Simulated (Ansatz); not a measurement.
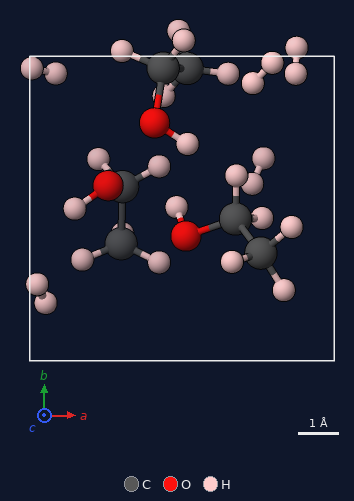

Starting frame of a dynamics run of a periodic cell with 3 CH3CH2OH + 5 H2 at 0.558 g/cm³. It starts from the last geometry of an earlier run, with fresh velocities. A ball-and-stick model of the simulation cell, seen along the c axis.

Level of theory: DFT PBE, scalar-relativistic, plane waves, PAW (Ansatz).

The input:
```yaml
accuracy: low
crystal:
  lattice:
    - [7.611663, 0.0, 0.0]
    - [0.0, 7.611663, 0.0]
    - [0.0, 0.0, 7.611663]
  atoms:
    - { symbol: C, position: [0.29621201, 0.38082471, -0.03478155] }
    - { symbol: C, position: [0.30092219, 0.56821495, 0.04667817] }
    - { symbol: O, position: [0.25330386, 0.57146416, 0.22762292] }
    - { symbol: H, position: [0.14373257, 0.49607449, 0.25928616] }
    - { symbol: H, position: [0.42124555, 0.63483652, 0.06964704] }
    - { symbol: H, position: [0.22156741, 0.65883806, -0.03943802] }
    - { symbol: H, position: [0.30059244, 0.41433558, -0.18039356] }
    - { symbol: H, position: [0.4209908, 0.31954355, 0.00455971] }
    - { symbol: H, position: [0.16878034, 0.32844566, 0.01412851] }
    - { symbol: C, position: [0.75514066, 0.3500173, 0.72268552] }
    - { symbol: C, position: [0.6717252, 0.46215104, 0.567776] }
    - { symbol: O, position: [0.50913241, 0.40592163, 0.50711352] }
    - { symbol: H, position: [0.47834151, 0.50095298, 0.41547224] }
    - { symbol: H, position: [0.67489688, 0.60477327, 0.60471886] }
    - { symbol: H, position: [0.75912683, 0.46518434, 0.46094271] }
    - { symbol: H, position: [0.85627901, 0.4356693, 0.79476375] }
    - { symbol: H, position: [0.66034466, 0.32116093, 0.82197386] }
    - { symbol: H, position: [0.83067909, 0.228211, 0.6911643] }
    - { symbol: C, position: [0.51333045, 0.95643743, 0.37607349] }
    - { symbol: C, position: [0.43416945, 0.95760513, 0.56125906] }
    - { symbol: O, position: [0.40606508, 0.77767992, 0.62108359] }
    - { symbol: H, position: [0.51440014, 0.70848325, 0.60324007] }
    - { symbol: H, position: [0.50185043, 1.04843672, 0.64257328] }
    - { symbol: H, position: [0.29891315, 1.01380927, 0.545437] }
    - { symbol: H, position: [0.48478976, 1.07999801, 0.30531818] }
    - { symbol: H, position: [0.6475549, 0.93915376, 0.36061638] }
    - { symbol: H, position: [0.43609981, 0.86601572, 0.30250461] }
    - { symbol: H, position: [0.02050331, 0.24758408, 0.41823244] }
    - { symbol: H, position: [0.04837051, 0.18621156, 0.34061871] }
    - { symbol: H, position: [0.79296785, -0.02503431, 0.89128675] }
    - { symbol: H, position: [0.72887205, -0.09183505, 0.8478172] }
    - { symbol: H, position: [-0.23622289, 0.66144774, 0.11504266] }
    - { symbol: H, position: [-0.27320623, 0.57757455, 0.15586512] }
    - { symbol: H, position: [0.8699317, 0.93900639, 0.62376948] }
    - { symbol: H, position: [0.87255545, 1.02453652, 0.58619492] }
    - { symbol: H, position: [0.08167148, -0.05988894, 1.10780276] }
    - { symbol: H, position: [0.00282884, -0.04309533, 1.1684957] }
basis:
  ecutwfc: 420.0
kpoints:
  mp_grid: { grid: [1, 1, 1] }
hamiltonian:
  xc: pbe
scf:
  occupations: { method: fermi_dirac, width: 0.05 }
  lower_state_search: "off"
md:
  timestep: 0.5
  n_steps: 400
  ensemble: npt_langevin
  temperature: 700.0
  initial_velocities: maxwell_boltzmann
  seed: 921781
  friction: 0.05
  pressure: 20.0
  fix_cell: []
```

Command:
```bash
ansatz run input.yaml --threads 1 --pin off --max-ram 3072MiB --backend cpu --events-out ev --progress --plain --runs-dir out
```

Question: Predict how the run goes.

Answer: The mean temperature in the second half is 714 K (standard deviation 96 K). The potential energy in the second half lies on average 165 meV per atom above the first frame. The mean pressure there is 19.4 GPa. The volume ends −57.1 % from the start. In the second half of the run the atoms are, in the root-mean-square, this far from where they began (common drift taken out): H 0.94 Å, C 0.51 Å, O 0.40 Å. The heavy atoms stay within a fraction of a molecule's size of their starting places, while the hydrogen atoms travel further, as molecules turn; so short a run doesn't tell a liquid from a solid. The conserved quantity stays between −0.14 and 0.73 meV per atom of its start. A straight-line fit has a slope that amounts to +0.53 meV per atom over 200 fs (0.6 % of the mean kinetic energy), and the ripple about it is 0.9 % of the kinetic energy's fluctuation. With a drift under 2 % and a ripple under 7 %, the integration is accurate.

Along the run (each row but the first and the last is the mean over the interval that it begins):

```tsv
time (fs)	potential energy (meV/atom)	T (K)	p (GPa)
0.0	0.0	681	0.8
25.0	35.2	701	3.9
50.0	71.6	862	8.6
75.0	126.0	774	14.7
100.0	160.2	781	18.8
125.0	166.5	760	19.4
150.0	162.9	646	18.8
175.0	171.6	668	20.5
200.0	176.5	768	18.3
```

The paths of the atoms:

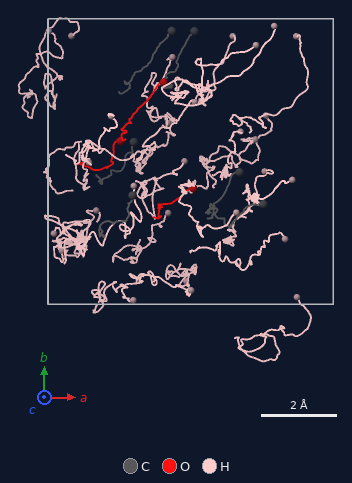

Limits of the set-up: the program's low-accuracy preset was used; the periodic images lie only 7.6 Å apart, so the values are limited by the cell's size.
